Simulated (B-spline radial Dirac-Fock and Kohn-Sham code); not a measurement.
Yb³⁺ in the configuration [Xe] 4f13. The calculation used independent-particle rates on relativistic LDA orbitals of the hole state (multipoles to L = 3), energies from Dirac–Fock ΔSCF (a radial B-spline solver). Widths ruled by Coster–Kronig decay come out up to twice the measured ones in this model.

Predict the main features of the following plot. X-ray emission lines that fill an N4 (4d3/2) hole, as sticks, on a logarithmic intensity axis. Multiplet splitting by the open shell is left out.

The strongest line is N4-N6 at 193.9 eV with 91.9 % of the photons, then N4-O2 at 168.9 eV (7.0 %), N4-O3 at 175.6 eV (1.0 %). The hole has a width of 5.90 eV and a fluorescence yield of 1.59 × 10⁻⁴.

Here it is:

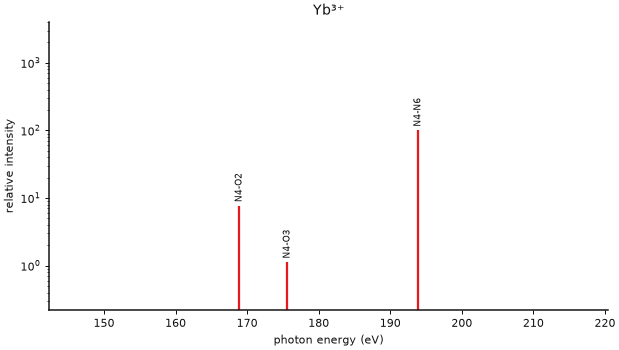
